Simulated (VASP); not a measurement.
Input:

```
CELL_PARAMETERS angstrom
      0.00000     2.04243     2.04243
      2.04243     0.00000     2.04243
      2.04243     2.04243     0.00000
ATOMIC_POSITIONS crystal
  V  0.00000 0.00000 0.00000
  N  0.50000 0.50000 0.50000
```

Level of theory: PBE GGA with D4 dispersion, VASP's PBE PAW potentials (set 64) (plane waves; VASP 6.6.1). Run with 520 eV cut-off, 17×17×17 Γ-centred mesh, tetrahedra with Blöchl corrections, potentials V_sv N.

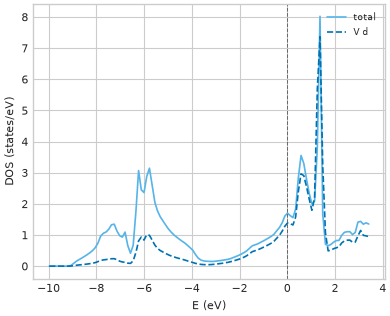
Figure. Total and projected density of states, zero at the Fermi level

Within 2 eV below the Fermi level the largest weight inside VASP's projection spheres is V d.

It has no gap at this level: it comes out as a metal or semimetal.

The compound is VN in the rock salt structure, which distorts at low temperature. It was relaxed first. The run is not spin-polarised, so no magnetic state was tried. VASP warned that the highest band is occupied, so more bands are needed.
